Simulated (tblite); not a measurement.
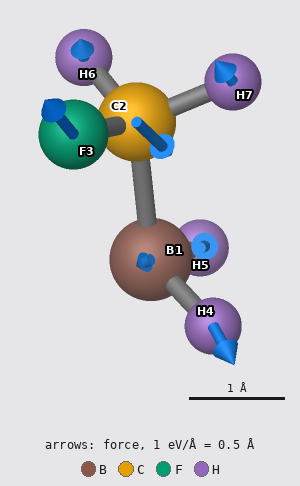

Starting geometry of CH4BF (charge −1, multiplicity 2) with the computed forces as blue arrows. The picture is a ball-and-stick view, seen from a free direction.

These are results of GFN2-xTB geometry optimisation, gas phase in tblite 0.8.0, not measurements. 

Is this structure relaxed? If not, where do the atoms go?

Answer. It isn't relaxed: the largest force vector, on C2, is 1.86 eV/Å. The final displacements have little in common with the starting forces (cosine between the two patterns 0.22). H5 moves most after the best rigid fit: 0.87 Å. By element the largest moves are H 0.87 Å, F 0.61 Å, C 0.39 Å, B 0.37 Å. Among the contacts that change: C2–F3 1.371 → 2.180 Å, B1–C2 1.609 → 1.482 Å, C2–H7 1.115 → 1.082 Å, C2–H6 1.104 → 1.082 Å. Bonds break: C2–F3 (1.37 → 2.18 Å). Among the angles between lasting bonds that change: B1–C2–H7 108.9° → 123.3°, B1–C2–H6 110.0° → 123.3°, C2–B1–H5 109.3° → 121.6°. Over 65 geometry steps the energy falls by 130.6 kJ/mol.
